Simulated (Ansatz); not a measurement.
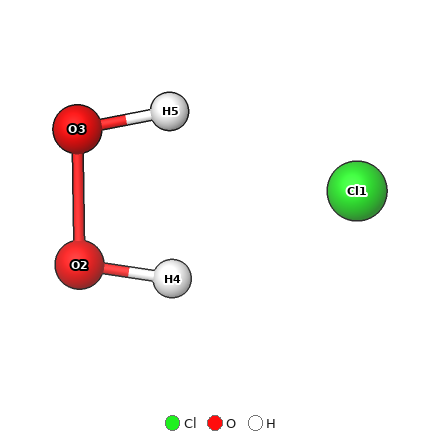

The system is the pair Cl···H₂O₂, charge −1; the picture shows the reference structure. The turn is about an axis along (0.98, 0.16, 0.10) in the frame of the relaxed pair, normal to the line between the partners. Coordinates scanned: (1) distance H4···Cl1; (2) turn of Cl1 about H4. The grid has 13 × 13 points. At 28 points there is no value (left out of the scan, as a rule where atoms come close). All energies are given in kJ/mol relative to the lowest grid point. Energies and slopes of some neighbouring points disagree (a jump in structure or state, or too coarse a mesh). These are results of Ansatz 0.2.0, RKS PBE0-D4/def2-TZVPD, not measurements.

Its coordinates:

```json
{"atom": "Cl", "x (Å)": "0.1003", "y (Å)": "0.5735", "z (Å)": "-1.8716"}
{"atom": "O", "x (Å)": "0.0784", "y (Å)": "-0.9641", "z (Å)": "0.7315"}
{"atom": "O", "x (Å)": "-0.1784", "y (Å)": "0.3926", "z (Å)": "1.1335"}
{"atom": "H", "x (Å)": "0.1583", "y (Å)": "-0.8380", "z (Å)": "-0.2447"}
{"atom": "H", "x (Å)": "-0.1586", "y (Å)": "0.8360", "z (Å)": "0.2513"}
```

Range: distance H4···Cl1 from 1.810 to 3.810 Å; turn of Cl1 about H4 from −90 to 90°.

Q: What landscape does the calculation give?

A: The lowest grid point is at distance H4···Cl1 = 2.097 Å, turn of Cl1 about H4 = 0°. The highest grid point, distance H4···Cl1 = 2.750 Å, turn of Cl1 about H4 = 75°, lies 2184 kJ/mol above the lowest.

```tsv
turn of Cl1 about H4 ↓, distance H4···Cl1 →	1.810	1.872	1.973	2.097	2.239	2.397	2.568	2.750	2.944	3.147	3.359	3.581	3.810
90	–	–	–	–	–	–	–	–	–	1317	826	510	327
75	–	–	–	–	–	–	–	2184	1371	844	503	303	200
60	–	–	–	–	–	–	–	1158	649	368	215	138	106
45	–	–	–	–	–	940	547	307	169	98	67	58	61
30	589	519	414	303	204	125	72	41	28	27	34	45	56
15	109	87	58	33	16	8	7	12	20	31	43	55	65
0	23	14	5	0	0	5	14	24	35	46	57	66	75
−15	12	7	4	5	10	17	27	37	48	58	67	76	83
−30	18	15	13	15	21	29	39	48	58	67	76	83	90
−45	30	27	25	27	32	40	49	58	67	75	83	89	95
−60	47	43	40	41	45	51	59	67	75	83	89	96	101
−75	70	64	59	57	59	63	70	77	84	91	97	102	107
−90	102	93	83	77	76	78	82	88	94	99	105	110	114
```

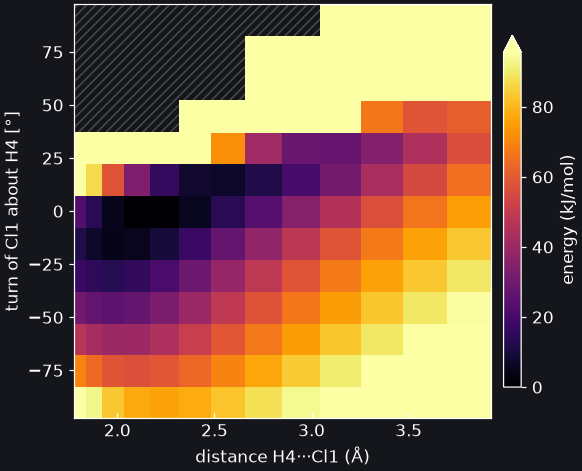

Drawn: one coloured cell a grid point, one colour for all values above the top of the scale, hatched blanks where no value was computed.

Time for the 141 points that were run: 5.6 min on 1 thread of AMD EPYC 9R14 (Zen 4) (shared host).
